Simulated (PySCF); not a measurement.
**C2H5NOSi: one change and its effect**

System: C2H5NOSi.
Method of run A: TDDFT PBE0/def2-TZVP, vertical, gas phase, core orbitals frozen in the response (PySCF 2.14.0).

The geometry comes from this level: PBE0-D3(BJ)/def2-SVP. Text and figures count atoms from 1; the logs count them from 0 in places.

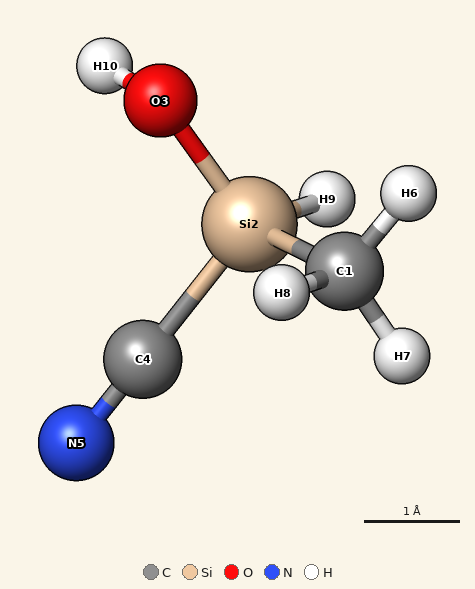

Figure 1. The structure as given in the input (ball-and-stick view, seen at a tilt; atoms are numbered from 1 in the order of the input). Bond lengths as drawn: C–H 1.10 Å, C–N 1.16 Å, C–Si 1.85 to 1.87 Å, H–O 0.96 Å, H–Si 1.49 Å and O–Si 1.66 Å.

Input file, run A:
```
{"job": {"kind": "uv", "xc": "PBE0", "basis": "def2-TZVP"}, "charge": 0, "multiplicity": 1}
C     -1.431089    -0.142707     0.055144
Si     0.365168     0.206561     0.329642
O      0.747892     1.616492    -0.452951
C      1.370318    -1.186376    -0.416168
N      1.990822    -2.046708    -0.885347
H     -2.044106     0.659910     0.492625
H     -1.719567    -1.097316     0.519917
H     -1.646790    -0.197768    -1.022255
H      0.758016     0.238249     1.766652
H      1.658276     1.923824    -0.409428
```

The first line tells a small driver script what to run in PySCF; the rest is the geometry in Å.

Command:
```bash
OMP_NUM_THREADS=1 python <driver script> task.json out
```

Hardware: 1 CPU thread, shared host.

Output (run A):
```
coarse grid: 9048 points
cycle   1  E = -498.3557374312  dE =  3.824e-01  |g| = 8.039e-01  |ddm| = 2.446e+00
cycle   2  E = -498.0988326839  dE =  2.569e-01  |g| = 1.394e+00  |ddm| = 1.299e+00
cycle   3  E = -498.4687262337  dE = -3.699e-01  |g| = 2.258e-01  |ddm| = 9.311e-01
cycle   4  E = -498.4775300263  dE = -8.804e-03  |g| = 1.060e-01  |ddm| = 1.479e-01
cycle   5  E = -498.4797523775  dE = -2.222e-03  |g| = 2.948e-02  |ddm| = 6.682e-02
cycle   6  E = -498.4799359669  dE = -1.836e-04  |g| = 4.092e-03  |ddm| = 1.912e-02
cycle   7  E = -498.4799399593  dE = -3.992e-06  |g| = 1.231e-03  |ddm| = 3.500e-03
final grid: 83408 points
cycle   8  E = -498.4730012329  dE = -2.910e-05  |g| = 7.532e-03  |ddm| = 2.570e-02
cycle   9  E = -498.4729892456  dE =  1.199e-05  |g| = 1.076e-02  |ddm| = 1.049e-02
cycle  10  E = -498.4730120781  dE = -2.283e-05  |g| = 2.119e-03  |ddm| = 6.468e-03
cycle  11  E = -498.4730129882  dE = -9.101e-07  |g| = 5.303e-04  |ddm| = 1.160e-03
cycle  12  E = -498.4730130362  dE = -4.799e-08  |g| = 2.030e-04  |ddm| = 3.526e-04
cycle  13  E = -498.4730130443  dE = -8.148e-09  |g| = 3.214e-05  |ddm| = 1.241e-04
cycle  14  E = -498.4730130446  dE = -2.384e-10  |g| = 6.785e-06  |ddm| = 2.773e-05
converged SCF energy = -498.4730130446

Static polarisability (au): isotropic 53.712, principal 45.425 50.607 65.102

Singlet excitations
state   eV       nm        f      main configurations
  1   6.7614    183.4   0.00275   H->L 0.70, H-3->L 0.10
  2   7.1484    173.4   0.00227   H-1->L 0.55, H->L 0.14, H-1->L+1 0.08
  3   7.2608    170.8   0.00939   H-2->L 0.39, H->L+1 0.25, H-2->L+1 0.18
  4   7.3391    168.9   0.00182   H-2->L+1 0.34, H-1->L+1 0.24, H-1->L 0.19
  5   7.7113    160.8   0.00224   H-3->L 0.74
  6   7.7779    159.4   0.00780   H-1->L+1 0.34, H-2->L+1 0.32, H->L+1 0.19
  7   8.1835    151.5   0.11496   H-3->L+1 0.45, H->L+1 0.34
  8   8.3208    149.0   0.01938   H-4->L 0.85
  9   8.8354    140.3   0.14677   H-4->L+1 0.53, H-1->L+1 0.12
 10   8.9256    138.9   0.04102   H-5->L 0.30, H-4->L+1 0.22, H->L+2 0.21

Triplet excitations (Tamm-Dancoff, eV): 5.6574 6.1230 6.1728 6.5354
```

The input of run B differs as follows (lines with − go, lines with + come):
```diff
-"basis": "def2-TZVP"
+"basis": "def2-TZVPD"
```

Predict how the results change.

The total energy of run B is 1.0 kcal/mol lower, which measures the change of basis and not a stability. The LUMO goes from −0.79 to −0.91 eV. The lowest excitation goes from 6.76 to 6.73 eV. The strongest computed line goes from 8.84 to 8.07 eV. The number of SCF iterations is the same. The basis functions go from 191 to 239.

Output (run B):
```
coarse grid: 9048 points
cycle   1  E = -498.3575695380  dE =  3.820e-01  |g| = 8.028e-01  |ddm| = 2.711e+00
cycle   2  E = -498.0941479628  dE =  2.634e-01  |g| = 1.404e+00  |ddm| = 1.487e+00
cycle   3  E = -498.4708262621  dE = -3.767e-01  |g| = 2.214e-01  |ddm| = 9.390e-01
cycle   4  E = -498.4791483345  dE = -8.322e-03  |g| = 1.068e-01  |ddm| = 1.561e-01
cycle   5  E = -498.4813965395  dE = -2.248e-03  |g| = 3.067e-02  |ddm| = 7.968e-02
cycle   6  E = -498.4815952439  dE = -1.987e-04  |g| = 4.058e-03  |ddm| = 1.985e-02
cycle   7  E = -498.4815991534  dE = -3.910e-06  |g| = 1.266e-03  |ddm| = 3.885e-03
final grid: 83408 points
cycle   8  E = -498.4746727926  dE = -3.015e-05  |g| = 7.578e-03  |ddm| = 9.989e-02
cycle   9  E = -498.4746602849  dE =  1.251e-05  |g| = 1.091e-02  |ddm| = 1.150e-02
cycle  10  E = -498.4746837477  dE = -2.346e-05  |g| = 2.169e-03  |ddm| = 6.679e-03
cycle  11  E = -498.4746847050  dE = -9.574e-07  |g| = 5.325e-04  |ddm| = 1.311e-03
cycle  12  E = -498.4746847529  dE = -4.785e-08  |g| = 2.086e-04  |ddm| = 4.018e-04
cycle  13  E = -498.4746847615  dE = -8.607e-09  |g| = 3.242e-05  |ddm| = 1.424e-04
cycle  14  E = -498.4746847617  dE = -2.445e-10  |g| = 6.990e-06  |ddm| = 3.565e-05
converged SCF energy = -498.4746847617

Static polarisability (au): isotropic 57.437, principal 49.269 54.642 68.399

Singlet excitations
state   eV       nm        f      main configurations
  1   6.7289    184.3   0.00252   H->L 0.72, H-3->L 0.09
  2   7.1080    174.4   0.00223   H-1->L 0.56, H->L 0.13, H-1->L+1 0.09
  3   7.2248    171.6   0.01106   H-2->L 0.41, H->L+1 0.25, H-2->L+1 0.12
  4   7.3052    169.7   0.00163   H-2->L+1 0.34, H-1->L+1 0.22, H-1->L 0.18
  5   7.6527    162.0   0.00318   H-3->L 0.67, H-1->L+1 0.09
  6   7.7253    160.5   0.01151   H-2->L+1 0.30, H-1->L+1 0.28, H->L+1 0.20
  7   8.0732    153.6   0.12980   H-3->L+1 0.36, H->L+1 0.34, H-1->L+1 0.11
  8   8.2206    150.8   0.02812   H-4->L 0.65, H-1->L+2 0.12, H->L+2 0.09
  9   8.4046    147.5   0.00129   H->L+2 0.75, H-4->L 0.08
 10   8.5956    144.2   0.07786   H-1->L+2 0.29, H-4->L 0.14, H-4->L+1 0.11

Triplet excitations (Tamm-Dancoff, eV): 5.6493 6.1080 6.1589 6.5180
```

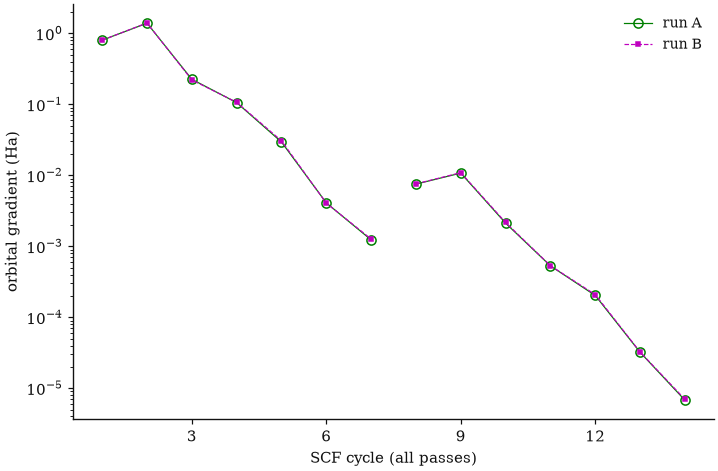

Figure 2. Convergence of the two runs: orbital gradient against the SCF cycle. A break in a curve parts two SCF passes (coarse and final grid). Run A takes 14 cycles in all, and run B takes 14.

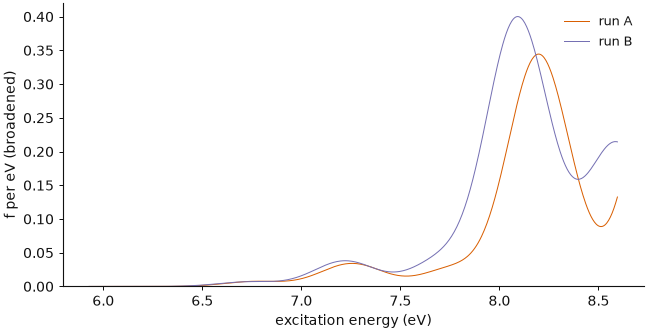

Figure 3. Absorption of the two runs from their computed states, each broadened by a Gaussian of 0.35 eV full width; the range ends where the shorter list of states ends.

The two runs side by side:

| quantity | run A | run B |
| --- | --- | --- |
| outcome | converged | converged |
| total energy (hartree) | −498.473013 | −498.474685 |
| HOMO (eV) | −9.31 | −9.33 |
| LUMO (eV) | −0.79 | −0.91 |
| dipole moment (D) | 3.32 | 3.34 |
| lowest excitation (eV) | 6.76 | 6.73 |
| SCF iterations | 14 | 14 |
| strongest computed line (eV) | 8.84 | 8.07 |
| basis functions | 191 | 239 |
| wall time (shared host) | 29 s | 44 s |
